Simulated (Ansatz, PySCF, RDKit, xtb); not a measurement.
# SiPTe: a search for the lowest isomer, part 2 of 2

Task: start from the formula SiPTe (odd number of electrons), draw up candidate structures, narrow them down in stages, and characterise the one that lies lowest at 298.15 K.

xtb, Ansatz and PySCF; isolated molecules.

### 14 Frequencies after a tight-binding relaxation (GFN2-xTB)

Contents of start.xyz:

```xyz
3
c028a
P     -1.727708    -1.722150    -3.184581
Si    -1.502200    -0.040165    -1.783772
Te    -1.719489    -2.411173    -0.790105
```

Launch:

```sh
$ xtb start.xyz --gfn 2 --ohess tight --uhf 1
```

Standard output, shortened:

```text
* xtb version 6.7.1
[...]
          :  # basis functions                  30          :
[...]
          :  # electrons                        15          :
[...]
          :  Hamiltonian                  GFN2-xTB          :
[...]
          :  net charge                          0          :
          :  unpaired electrons                  1          :
[...]
   *** convergence criteria satisfied after 18 iterations ***
[...]
   *** GEOMETRY OPTIMIZATION CONVERGED AFTER 8 ITERATIONS ***
[...]
   *** convergence criteria satisfied after 3 iterations ***
[...]
         ::                     SUMMARY                     ::
         :::::::::::::::::::::::::::::::::::::::::::::::::::::
         :: total energy              -7.300002051366 Eh    ::
         :: gradient norm              0.000042167645 Eh/a0 ::
         :: HOMO-LUMO gap              1.201185009875 eV    ::
         ::.................................................::
         :: SCC energy                -7.319211394513 Eh    ::
         :: -> isotropic ES            0.009114165506 Eh    ::
         :: -> anisotropic ES         -0.004520440845 Eh    ::
         :: -> anisotropic XC         -0.004539175015 Eh    ::
         :: -> dispersion             -0.003320300333 Eh    ::
         :: repulsion energy           0.019209343147 Eh    ::
         :: add. restraining           0.000000000000 Eh    ::
         :: total charge               0.000000000000 e     ::
         :::::::::::::::::::::::::::::::::::::::::::::::::::::
[...]
         8        1.0000           -0.3094711              -8.4211 (HOMO)
         9                         -0.2653289              -7.2200 (LUMO)
[...]
     #   Z          covCN         q      C6AA      α(0)
     1  15 P        1.890    -0.396   200.650    26.760
     2  14 Si       1.818     0.391   184.608    28.874
     3  52 Te       1.841     0.005   421.115    37.930
Molecule has the following symmetry elements: (sigma)
It seems to be the Cs point group
[...]
molecular dipole:
                 x           y           z       tot (Debye)
 q only:        0.167       1.249       1.016
   full:        0.122       0.947       0.632       2.911
molecular quadrupole (traceless):
[...]
          | TOTAL ENERGY               -7.300002051202 Eh   |
          | TOTAL ENTHALPY             -7.292537372473 Eh   |
          | TOTAL FREE ENERGY          -7.326610719537 Eh   |
          | GRADIENT NORM               0.000041685732 Eh/α |
[...]
```

It took 0.34 s on 1 thread of AMD EPYC (Zen 3), shared host; peak memory 0.35 GiB.

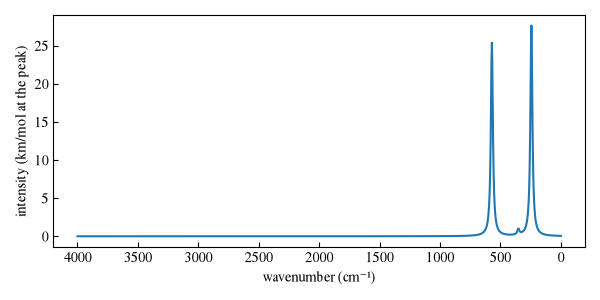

Harmonic infrared spectrum, unscaled, lines broadened by 10 cm⁻¹.

### 15 Electronic excitations (TD-B3LYP/def2-SVPD)

Contents of mol.xyz:

```xyz
3
PSiTe
P     -1.727708    -1.722150    -3.184581
Si    -1.502200    -0.040165    -1.783772
Te    -1.719489    -2.411173    -0.790105
```

Contents of run.py:

```python
from pyscf import gto, dft, tdscf

mol = gto.M(
    atom='mol.xyz',
    max_memory=1860,
    basis='def2-svpd',
    ecp={'Te': 'def2-svp'},
    spin=1,
    verbose=3,
)

ks = dft.UKS(mol)
ks.xc = 'b3lyp'
ks = ks.density_fit(auxbasis='def2-universal-jkfit')
ks.grids.level = 2
ks.max_cycle = 100
ks.kernel()
if not ks.converged:
    ks = ks.newton().run(ks.mo_coeff, ks.mo_occ)

energy = ks.e_tot
print(f'total energy: {energy:.8f} hartree')

td = tdscf.TDA(ks)
td.nstates = 5
td.kernel()
td.analyze()
roots = td.e * 27.211386
osc = td.oscillator_strength()
print('state   eV      nm      f')
for i, (w, f) in enumerate(zip(roots, osc), 1):
    print('%3d %9.4f %8.1f %9.5f' % (i, w, 1239.842 / w, f))
```

Launch:

```sh
$ OMP_NUM_THREADS=1 python run.py
```

Standard output:

```text
WARN: HOMO -0.577427190847645 >= LUMO -0.577427190847643

converged SCF energy = -898.787499718545  <S^2> = 0.76132547  2S+1 = 2.0112936
total energy: -898.78749972 hartree
Excitation energies (eV)
[1.80268208 1.82649855 2.08848306 2.54069644 2.82606714]

** Excitation energies and oscillator strengths **
state   eV      nm      f
  1    1.8027    687.8   0.00097
  2    1.8265    678.8   0.00001
  3    2.0885    593.7   0.00248
  4    2.5407    488.0   0.00031
  5    2.8261    438.7   0.00127
```

Wall time 88 s (1 thread of AMD EPYC (Zen 3), shared host); peak memory 0.35 GiB.

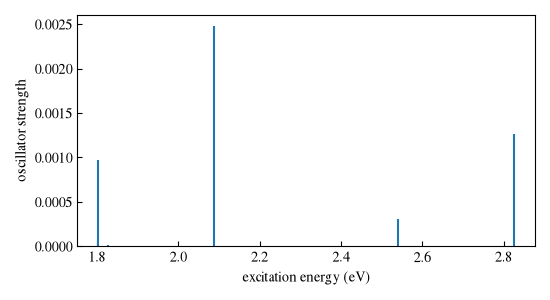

Vertical excitations as sticks.

The roots found:

```csv
excited state,energy (eV),strength
1,1.803,0.0010
2,1.827,0.0000
3,2.088,0.0025
4,2.541,0.0003
5,2.826,0.0013
```

### 16 The cation at the same geometry (PBE0/def2-TZVPD)

Contents of input.yaml:

```yaml
crystal:
  periodic: [false, false, false]
  atoms:
    - {symbol: P, position_ang: [-1.727708, -1.722150, -3.184581]}
    - {symbol: Si, position_ang: [-1.502200, -0.040165, -1.783772]}
    - {symbol: Te, position_ang: [-1.719489, -2.411173, -0.790105]}
basis:
  gaussian: {orbitals: def2-TZVPD}
total_charge: 1
hamiltonian: {xc: pbe0}
```

Launch:

```sh
$ ansatz run input.yaml --threads 1 --pin off --max-ram 2610MiB --events-out events.jsonl --progress --plain --runs-dir runs
```

Standard output:

```text
Warning: RAYON_NUM_THREADS=1 ignored (pool sized by the plan → 1); use --threads N
[... 2 set-up lines as earlier in the session ...]
  parameter a = 0.25
  parameter kappa = 0.804
  parameter beta = 0.06672455060314922
  exchange = (1 - a)*pbe_x(kappa = kappa, mu = beta*pi^2/3) + a*exact_x
  correlation = pbe_c(beta = beta)
1065 factors; their error is unknown
mean field evaluation 1: about -24441.8534 eV, gradient 3.5e1 eV
mean field evaluation 2: about -24430.0193 eV, gradient 6.9e1 eV
mean field evaluation 4: about -24445.2294 eV, gradient 5.3e0 eV
mean field evaluation 8: about -24445.3227 eV, gradient 1.6e-1 eV
mean field evaluation 16: about -24445.5134 eV, gradient 4.0e-4 eV
mean field -24445.51340597 eV, -898.3560479053 hartree, gradient 6.7e-5 eV, S^2 0.000000; 0 other end points of the search recorded, 0 dependent functions left out
reference -24445.51343056 eV, -898.3560488091 hartree; 26, 26 occupied and 119, 119 virtual orbitals, 1065 factors
Total energy: -24445.51343056 eV, -898.3560488091 hartree
```

It took 11 s on 1 thread of AMD EPYC (Zen 3), shared host; peak memory 0.35 GiB.

Difference from the parent: 8.09 eV. Only this spin of the product was run; a higher spin can lie lower.

### 17 The anion at the same geometry (PBE0/def2-TZVPD)

input.yaml: that of step 16 with these lines changed.

```diff
@@ -7,4 +7,8 @@
 basis:
-  gaussian: {orbitals: def2-TZVPD}
-total_charge: 1
-hamiltonian: {xc: pbe0}
+  gaussian:
+    orbitals: def2-TZVPD
+total_charge: -1
+hamiltonian:
+  xc: {name: PBE0}
+scf:
+  lower_state_search: "off"
```

Launch:

```sh
$ ansatz run input.yaml --threads 1 --pin off --max-ram 2610MiB --events-out events.jsonl --progress --plain --runs-dir runs
```

Standard output, shortened:

```text
Warning: RAYON_NUM_THREADS=1 ignored (pool sized by the plan → 1); use --threads N
[... 2 set-up lines as earlier in the session ...]
[...]
1065 factors; their error is unknown
[...]
mean field -24455.53249175 eV, -898.7242425165 hartree, gradient 5.6e-6 eV, S^2 0.000000; 0 other end points of the search recorded, 0 dependent functions left out
reference -24455.53252443 eV, -898.7242437174 hartree; 27, 27 occupied and 118, 118 virtual orbitals, 1065 factors
Total energy: -24455.53252443 eV, -898.7242437174 hartree
Checks for a lower state left out: stability, starts, cluster_reference, orbital_swaps, neighbouring_geometries, increment
```

Wall time 7.8 s (1 thread of AMD EPYC (Zen 3), shared host); peak memory 0.35 GiB.

Parent less the species with the added electron: 1.93 eV.

### 18 The quartet at the same geometry (PBE0/def2-TZVPD)

input.yaml: that of step 17 with these lines changed.

```diff
@@ -7,8 +7,4 @@
 basis:
-  gaussian:
-    orbitals: def2-TZVPD
-total_charge: -1
-hamiltonian:
-  xc: {name: PBE0}
-scf:
-  lower_state_search: "off"
+  gaussian: {orbitals: def2-TZVPD}
+magnetization: {spin_polarized: true, initial_magnetization: 3}
+hamiltonian: {xc: pbe0}
```

Launch:

```sh
$ ansatz run input.yaml --threads 1 --pin off --max-ram 2610MiB --events-out events.jsonl --progress --plain --runs-dir runs
```

Standard output, shortened:

```text
Warning: RAYON_NUM_THREADS=1 ignored (pool sized by the plan → 1); use --threads N
[... 7 set-up lines as earlier in the session ...]
1065 factors; their error is unknown
mean field evaluation 1: about -24448.7368 eV, gradient 1.7e1 eV
mean field evaluation 2: about -24439.3622 eV, gradient 4.1e1 eV
mean field evaluation 4: about -24451.0628 eV, gradient 2.7e0 eV
mean field evaluation 8: about -24451.1587 eV, gradient 4.1e-1 eV
mean field evaluation 16: about -24451.3699 eV, gradient 8.9e-3 eV
mean field evaluation 32: about -24451.3699 eV, gradient 9.9e-6 eV
mean field -24451.36992703 eV, -898.5712710845 hartree, gradient 9.9e-6 eV, S^2 3.766891; 3 other end points of the search recorded, 0 dependent functions left out
reference -24451.36995247 eV, -898.5712720194 hartree; 28, 25 occupied and 117, 120 virtual orbitals, 1065 factors
Total energy: -24451.36995247 eV, -898.5712720194 hartree
```

Run time: 38 s. Hardware: 1 thread of AMD EPYC (Zen 3), shared host; peak memory 0.41 GiB.

It lies 2.24 eV above the doublet.

### 19 Stability of the SCF solution (PBE0/def2-SVP)

Contents of job.py:

```python
# [Si]1=P[Te]1
from pyscf import gto, dft

mol = gto.M(
    atom='P -1.727708 -1.722150 -3.184581; Si -1.502200 -0.040165 -1.783772; Te -1.719489 -2.411173 -0.790105',
    basis='def2-svp',
    spin=1,
    max_memory=1860,
    ecp={'Te': 'def2-svp'},
    verbose=3,
)

mf = dft.UKS(mol)
mf.xc = 'pbe0'
mf = mf.density_fit(auxbasis='def2-universal-jkfit')
mf.max_cycle = 100
mf.grids.level = 3
mf.kernel()
if not mf.converged:
    mf = mf.newton().run(mf.mo_coeff, mf.mo_occ)

energy = mf.e_tot
print('Final energy', energy)
mo_i, mo_e, stable_i, stable_e = mf.stability(internal=True, external=True, return_status=True)
print('stable: internal', stable_i, 'external', stable_e)
```

Launch:

```sh
$ OMP_NUM_THREADS=1 python job.py
```

Standard output:

```text
WARN: HOMO -0.578596536283216 >= LUMO -0.578596536283216

converged SCF energy = -898.423602407964  <S^2> = 0.76616307  2S+1 = 2.0160983
Final energy -898.4236024079642
<class 'pyscf.df.df_jk.DFUKS'> wavefunction is stable in the internal stability analysis
<class 'pyscf.df.df_jk.DFUKS'> wavefunction is stable in the real -> complex stability analysis
<class 'pyscf.df.df_jk.DFUKS'> wavefunction has an UHF/UKS -> GHF/GKS instability
stable: internal True external False
```

It took 72 s on 1 thread of AMD EPYC (Zen 3), shared host; peak memory 0.38 GiB.

The stability test raises a flag; for an open shell a flag towards a general spinor solution can be the free rotation of the spin.

### 20 Outcome

What follows sums up all 2 parts.

| quantity | value |
| --- | --- |
| lowest structure found | [Si]1=P[Te]1, doublet, Cs |
| next finalist | P#[Si][Te], doublet, 18.6 kcal/mol higher in G |
| share at equilibrium, among the finalists | 100.0 % |
| funnel | 10 starts, 2 minima at GFN2-xTB, 2 screening runs, 2 relaxed, 2 ranked |
| CPU time of all runs | 32 min |
| harmonic wavenumbers, lowest and highest (B3LYP-D3(BJ)/def2-SVP) | 253 and 507 cm⁻¹ |
| rotational constants, same geometry | 0.2365, 0.08007, 0.05982 cm⁻¹ |
| dipole moment (PBE0/def2-TZVPD) | 0.67 D |
| HOMO energy (highest over α and β) (PBE0/def2-TZVPD) | -6.18 eV |
| LUMO energy (lowest over α and β) (PBE0/def2-TZVPD) | -3.64 eV |
| lowest excitation (TD-B3LYP/def2-SVPD) | 1.80 eV (f = 0.001) |
| vertical ionisation energy (to the singlet cation) | 8.09 eV |
| vertical electron affinity | 1.93 eV |
| vertical quartet less doublet | +2.24 eV |

The search ends on `[Si]1=P[Te]1`. The margin of 18.6 kcal/mol over the next finalist is beyond the usual error of the last level; it says nothing of structures that weren't ranked. GFN2-xTB, HF/STO-3G, r2SCAN-D4/def2-SVP, B3LYP-D3(BJ)/def2-SVP, HF/def2-SVP and MP2/def2-SVP already put its bonding pattern lowest among the structures in one piece. The largest share of the time went into rescue (35 %). Spin-orbit coupling, which matters for elements this heavy, is left out. The stability test raises a flag; for an open shell a flag towards a general spinor solution can be the free rotation of the spin. Lowest found is not proven lowest: the search is finite, and each finalist counts with one conformer.
